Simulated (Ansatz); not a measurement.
**Fields on a plane of ZrIr2 (cubic Laves, MgCu2 type)**

```
ZrIr2
1.0
    0.00000     3.67323     3.67323
    3.67323     0.00000     3.67323
    3.67323     3.67323     0.00000
Zr Ir
2 4
Cartesian
  3.67323   3.67323   3.67323
  5.50985   5.50985   5.50985
  0.91831   2.75492   2.75492
  2.75492   2.75492   0.91831
  2.75492   0.91831   2.75492
  0.91831   0.91831   0.91831
```

The slice is a {100} plane (indices of the conventional cell) through the point (0.125, 0.125, 0.125) (fractional), spanned by u = [100] and v = [0 1 -1] in vectors of this cell: u (5.19 Å) and v (5.19 Å, at 90° to u). It covers one period; positions are fractions (u, v).

Atoms on it: Ir at (0.50, 0.00); Ir at (0.00, 0.00). Other atoms lie within 1 Å of the plane.

Level of theory: PBEsol (plane waves to 420 eV, PAW, scalar-relativistic; Ansatz, a program for electronic structure). k mesh 11×11×11. These are valence fields of a PAW run, semicore shells included where kept as valence: close to a nucleus they are smooth pseudo fields. Spin-orbit coupling is left out, though Ir is heavy. ZrIr2 is run without spin polarisation. ZrIr2 was relaxed with its symmetry unable to fall.

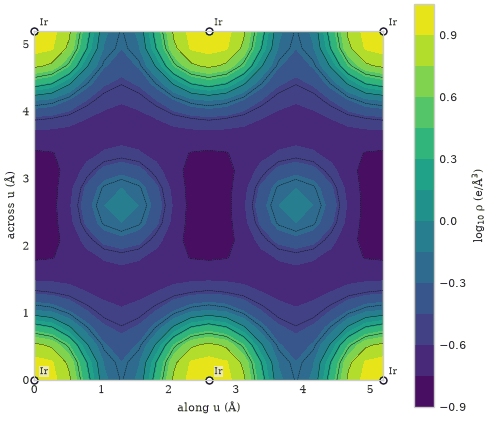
Fig. 1. Log₁₀ of the valence density in e/Å³, one period of the plane, atoms marked. The scale is logarithmic, as a density can span decades between atoms and voids.

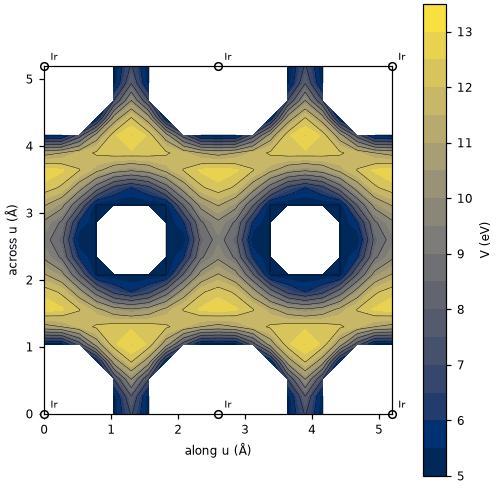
*Electrostatic potential energy of an electron, from the cell's mean, in eV, one period of the plane, atoms marked. Points within 1 Å of a nucleus are left white, as the pseudised field means little there. Values under 5 eV are set to 5. The zero, the cell's mean, hangs on the PAW cores.*

| Quantity | Value |
|---|---|
| Density on the Ir–Ir line (2.60 Å) at its midpoint | 0.55 e/Å³ |
| ELF at that point | 0.37 |
